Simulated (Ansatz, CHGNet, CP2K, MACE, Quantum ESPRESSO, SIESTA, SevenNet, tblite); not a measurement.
# tblite on Na+ TFSI- in propylene carbonate and ethylene carbonate at 330 K (114 atoms): settings against a plane-wave reference

Aim: run Na+ TFSI- in propylene carbonate and ethylene carbonate at 330 K (114 atoms) in tblite and see how near its forces come to a plane-wave reference, and at what cost.

Method: the method is named at each step, in tblite 0.8.0.

## Step 1: The starting structure

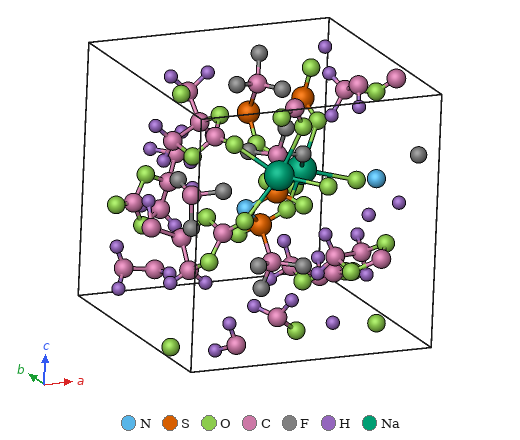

The starting structure, seen slightly off an axis (nitrogen blue, sulfur orange, oxygen green, carbon pink, fluorine grey, hydrogen purple, sodium teal). Bonds to atoms that aren't drawn are left out. Some periodic images of atoms are drawn too.

The cell holds 114 atoms: 2 N, 4 S, 29 O, 29 C, 12 F, 36 H and 2 Na. Its edges and angles: a = 11.218 Å, b = 11.218 Å, c = 11.218 Å, α = 90.0°, β = 90.0°, γ = 90.0°. 4 propylene carbonate, 3 ethylene carbonate, 2 Na+, 2 TFSI- placed at random, at 1.5 g/cm³; overlaps pushed apart, then 10 ps at 550 K with Joung-Cheatham ions (J. Phys. Chem. B 112, 9020 (2008)); MMFF94 bonds, angles, torsions, charges and radii (Halgren, J. Comput. Chem. 17, 490 (1996)) in harmonic and 12-6 forms; charges of ions scaled by 0.8. Snapshot after 30 ps at 330 K and fixed volume. Then every atom was moved at random, 0.05 Å r.m.s. a Cartesian component (hydrogen 0.6 of that).

The yardstick, on the same geometry:

| Quantity | Value |
| --- | --- |
| method | Kohn-Sham DFT, PBE, PAW, plane waves (Ansatz 0.2.0); cutoff 420 eV, Γ point, fermi-dirac smearing of 0.05 eV; PAW set soft_2 |
| r.m.s. force component | 3.036 eV/Å |
| longest force | 18.61 eV/Å |
| pressure | 6.008 GPa |
| gap (highest filled to lowest empty level) | 3.776 eV |
| SCF cycles | 11 |
| time | 8.8 s on 8 threads of Arm Neoverse V2, shared host |
| CPU time | 64 s |

## Step 2: GFN2-xTB

Method: GFN2-xTB tight binding, diagonalisation.

The input, run.py:

```python
import numpy as np
from ase.io import read
from tblite.ase import TBLite

atoms = read("structure.xyz")
atoms.calc = TBLite(method="GFN2-xTB", electronic_temperature=580, accuracy=1.0, max_iterations=250, mixer_damping=0.4, verbosity=1)
energy = atoms.get_potential_energy()
forces = atoms.get_forces()
print(f"energy {energy:.6f} eV")
print("forces (eV/A)")
for i, (a, f) in enumerate(zip(atoms, forces)):
    print(f"{i:4d} {a.symbol:2s} {f[0]:10.5f} {f[1]:10.5f} {f[2]:10.5f}")
stress = -atoms.get_stress(voigt=False) * 160.21766
print("stress (GPa, compression positive)")
for row in stress:
    print(" ".join(f"{x:10.4f}" for x in row))
print("charges (e)")
print(np.array2string(atoms.get_charges(), precision=4, suppress_small=True, max_line_width=110, threshold=100000))
```

The input, structure.xyz:

```xyz
114
Lattice="11.21847 0.00000 0.00000 0.00000 11.21847 0.00000 0.00000 0.00000 11.21847" Properties=species:S:1:pos:R:3 pbc="T T T"
N 5.14008 5.92694 4.95049
S 6.20269 6.67364 3.90403
O 7.41990 6.69417 4.45844
O 5.69887 7.73693 3.23238
C 6.16343 5.34190 2.66315
F 5.17923 4.57657 2.82234
F 5.91752 5.74543 1.40063
F 7.31411 4.65948 2.58159
S 6.08748 4.99155 5.88768
O 7.09142 4.39315 5.37836
O 5.23398 4.17462 6.69518
C 6.68037 6.28167 7.08009
F 5.89407 7.47958 6.94749
F 7.99518 6.54945 6.90732
F 6.79054 5.79961 8.41296
N 8.62611 0.63182 7.54913
S 9.91578 10.74483 7.93157
O 10.07430 9.55926 7.26575
O 10.11087 10.48366 9.33388
C 0.07101 0.78024 7.61297
F 0.13855 0.81648 6.13392
F 0.00101 2.00396 7.93258
F 1.29843 0.25937 7.82185
S 7.44188 10.84759 7.50729
O 7.40385 9.87080 6.40664
O 6.28818 0.43214 7.49540
C 7.31175 9.82155 9.10289
F 6.11216 9.33130 9.32019
F 7.67175 10.51137 10.19624
F 7.96321 8.74424 9.11523
C 0.04678 4.49692 5.04326
C 1.54198 4.63749 4.40415
C 1.47198 3.62648 3.28342
O 1.78060 2.35341 4.00039
C 2.52629 2.66663 5.11394
O 3.14364 1.88549 5.81969
O 2.42846 4.10484 5.38464
H 10.45247 5.00434 4.43758
H 11.12132 3.50185 5.36636
H 0.19307 5.18686 6.00009
H 1.85239 5.60508 4.14680
H 0.58325 3.56321 2.82773
H 2.30124 3.70008 2.62557
C 3.74057 10.09068 6.27685
C 3.01855 9.15741 5.36232
C 2.86845 9.55264 4.05492
O 1.62556 8.64720 3.73418
C 1.00058 8.29707 4.90460
O 11.21735 7.90420 5.02543
O 1.79630 8.87594 5.90383
H 4.64972 10.46784 5.69472
H 2.97592 10.98827 6.28100
H 3.82662 9.76523 7.33026
H 3.65229 8.13418 5.34392
H 2.43026 10.46986 3.98805
H 3.48087 9.34173 3.33233
[... 54 atom lines left out ...]
H 7.78304 2.52943 0.66638
H 8.28103 1.89132 10.38426
Na 8.88985 8.45637 5.55303
Na 4.73879 2.01719 7.64483
```

Run with:

```sh
$ OMP_NUM_THREADS=1 python run.py > output.txt
```

Output:

```text
------------------------------------------------------------
  cycle        total energy    energy error   density error
------------------------------------------------------------
      1     -270.6203604150  -2.7250740E+02   2.9689943E-01
      2     -274.0843757570  -3.4640153E+00   1.8513967E-01
      3     -274.3550432689  -2.7066751E-01   1.0590369E-01
      4     -274.3562144458  -1.1711769E-03   3.2398421E-02
      5     -274.3987224169  -4.2507971E-02   1.9231235E-02
      6     -274.4082747035  -9.5522867E-03   9.5849477E-03
      7     -274.4093352905  -1.0605870E-03   4.0637594E-03
      8     -274.4094820578  -1.4676731E-04   2.0000821E-03
      9     -274.4095277834  -4.5725599E-05   1.3078298E-03
     10     -274.4095660440  -3.8260620E-05   3.7411036E-04
     11     -274.4095684123  -2.3682114E-06   1.9734665E-04
     12     -274.4095694497  -1.0374190E-06   6.1184425E-05
     13     -274.4095695483  -9.8580699E-08   2.1767067E-05
     14     -274.4095695504  -2.1254891E-09   8.5687200E-06
------------------------------------------------------------
 total:                                   6.964 sec
energy -7467.064726 eV
forces (eV/A)
   0 N     1.96460    0.36313   -0.43932
   1 S    -5.93213   -4.79776    1.40781
   2 O     7.19283    0.99583    2.69563
   3 O    -2.08752    4.59715   -2.26028
   4 C     1.96170    0.88768   -2.32879
   5 F    -2.41163   -2.95681    1.52962
   6 F     0.68682    1.12538   -0.60957
   7 F    -0.01327   -0.29143    0.24305
   8 S   -13.45224    6.80711    5.17445
   9 O    12.01650   -6.77016   -6.24407
  10 O    -0.48978   -0.24294    0.52509
  11 C     1.07689    1.35903    2.02752
  12 F     1.92715   -2.46026    0.94821
  13 F    -0.84722    0.52491   -0.45910
  14 F    -1.43313    1.07288   -1.82744
  15 N     2.81785   -2.90319    0.90575
  16 S    -0.35407    4.58714    2.68264
  17 O    -0.04486   -2.80993   -3.47439
  18 O    -0.72422    0.93214    0.51316
  19 C     2.14940   -1.74572   -4.29155
  20 F    -0.57333   -0.03820    1.84361
  21 F    -0.39737    0.92786    0.98761
  22 F    -0.83687    0.34310    0.94972
  23 S    -1.07244   -1.12311   -1.82387
[...]
106 C     1.22023    4.41477    0.54398
 107 O     1.17517   -1.82907    0.82820
 108 H     1.67845    0.50842    2.08065
 109 H    -0.03546    0.84890    0.92031
 110 H    -0.15138    0.07827    0.70042
 111 H     0.17083   -1.71681   -1.47159
 112 Na   -0.20270    0.34031    0.01329
 113 Na    0.04039    0.23965    0.16227
stress (GPa, compression positive)
    2.3665    -0.5730    -0.6966
   -0.5730     0.3559     0.5277
   -0.6966     0.5277     0.9405
charges (e)
[-0.6115  1.0182 -0.5388 -0.4545  0.3973 -0.1524 -0.1883 -0.1957  1.0313 -0.465  -0.5252  0.3502 -0.1919
 -0.1474 -0.1777 -0.5564  0.9931 -0.4682 -0.5243  0.3815 -0.2435 -0.0875 -0.1361  0.9655 -0.5787 -0.5024
  0.3957 -0.1654 -0.1902 -0.1429 -0.0971  0.1173  0.0692 -0.2655  0.4738 -0.3564 -0.2872  0.0606  0.0675
  0.0414  0.0684  0.1173  0.0718 -0.1117  0.1589  0.0607 -0.3333  0.5138 -0.2926 -0.3096  0.0505  0.0875
  0.0725 -0.0001  0.0838  0.0954 -0.1003  0.1414  0.0645 -0.26    0.4701 -0.4077 -0.2024  0.0579  0.064
  0.0478  0.0503  0.0656  0.0748 -0.0976  0.1356  0.0563 -0.277   0.5224 -0.4471 -0.2399  0.0589  0.0592
  0.0561  0.0584  0.0865  0.095  -0.4948  0.4441 -0.1395  0.0665  0.0921 -0.2217  0.0863  0.0952  0.0573
  0.0782 -0.4555  0.4898 -0.2925  0.0769  0.0756 -0.1904  0.0636  0.0658  0.0961  0.078  -0.4732  0.5114
 -0.1743  0.0632  0.0904 -0.3318  0.0807  0.1084  0.0722  0.0628  0.6839  0.6567]
```

Wall time 7.5 s (1 thread of Arm Neoverse V2, shared host); peak memory 0.15 GiB.

Banners, paths, timers and routine set-up lines are dropped from the logs unmarked, and long logs keep their key lines alone; longer cuts are marked.

Numbers from this run, and their distance from the reference:

* r.m.s. force component: 2.707 eV/Å
* r.m.s. difference of force components: 586.9 meV/Å
* longest difference of force vectors: 3161 meV/Å
* force difference over r.m.s. force: 19.33 %
* slope of forces against the reference's: 0.879
* correlation of force components: 0.9856
* pressure: 1.221 GPa
* pressure difference: -4.787 GPa

Length of the force difference by element (eV/Å):

```tsv
element	atoms	mean	most
C	29	0.90	1.5
F	12	0.94	1.3
H	36	0.21	0.52
N	2	0.71	0.85
Na	2	0.70	1.0
O	29	1.2	3.2
S	4	2.1	2.8
```

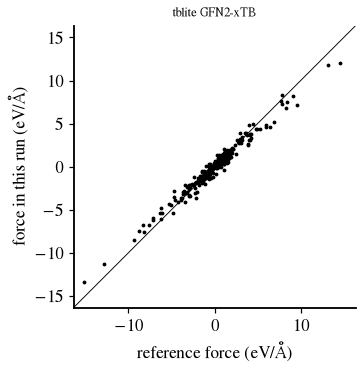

Force components against those of the reference; the line marks equality.

The surroundings of S9, which bears the longest force, nearest first, numbered as they follow in the input and with coordinates relative to it.

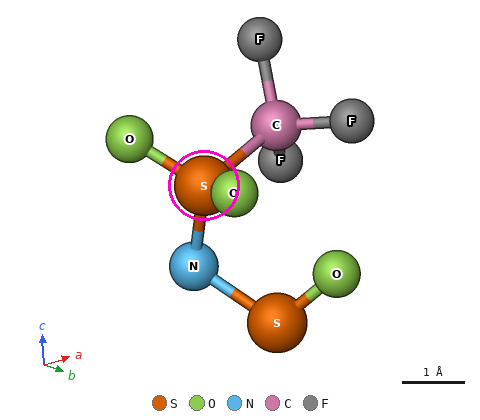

The atoms of the table, within 2.7 Å (arrows a, b, c point along x, y, z); some may hide others; the central atom is ringed.

```tsv
atom	x	y	z	distance (Å)	Mulliken charge (e)	Fx	Fy	Fz (eV/Å)
S9	0.00	0.00	0.00	0.00	1.03	-13.45	6.81	5.17
O10	1.00	-0.60	-0.51	1.27	-0.47	12.02	-6.77	-6.24
O11	-0.85	-0.82	0.81	1.43	-0.53	-0.49	-0.24	0.53
N1	-0.95	0.94	-0.94	1.63	-0.61	1.96	0.36	-0.44
C12	0.59	1.29	1.19	1.85	0.35	1.08	1.36	2.03
O3	1.33	1.70	-1.43	2.59	-0.54	7.19	1.00	2.70
S2	0.12	1.68	-1.98	2.60	1.02	-5.93	-4.80	1.41
F14	1.91	1.56	1.02	2.67	-0.15	-0.85	0.52	-0.46
F13	-0.19	2.49	1.06	2.71	-0.19	1.93	-2.46	0.95
F15	0.70	0.81	2.53	2.74	-0.18	-1.43	1.07	-1.83
```

Atoms are counted from 1 here, from 0 in the log.

Forces lie 19 % from the reference's, at 0.12 times its CPU time (on 1 against 8 cores).

Left out of this page: tblite IPEA1-xTB (killed or ended with an error).

## Step 3: Results

| Quantity | Value |
| --- | --- |
| force difference from the reference | tblite GFN2-xTB, 19 % |
| its CPU time | 7.5 s |

**Reading.** Tight binding differs by 19 % (tblite GFN2-xTB); it is another model, with fitted parameters of its own, and the xTB methods hold dispersion. One electronic-structure run takes under half the reference's CPU time: tblite GFN2-xTB, at 19 % in 7.5 s against 64 s; its pressure misses by -4.8 GPa. Periodic xTB results under one method name differ between programs and library versions. Forces of 3.0 eV/Å r.m.s. are well above thermal ones: they come largely from the bond lengths of the classical model and from the random displacements, and they dominate the comparison. The network of contacts between molecules at the start is that of the classical potential that made the cell, and needn't be the one that DFT or experiment would give. The reference's PBE has no dispersion term, which matters for the binding between molecules or layers. The electronic-structure runs sample only Γ, in a cell whose shortest periodic width is 11 Å.

[Also dropped from logs without a mark: logging warnings of Python, and SIESTA's first energy breakdown and zero terms.]

[Logs are printed without paths, hosts, clocks, repeated set-up lines and the standing remarks that a program may print on its own settings, such as how far it seeks lower states.]

[Hosts, paths, dates, database ids (printed as entryN), source tags and the programs' standing remarks are cut or masked in the printed files.]

[The MMFF94 radii named for the starting cell were scaled by 0.96; in molecules described by MMFF94, hydrogen bound to N, O or S took a small fixed 12-6 site in their place.]
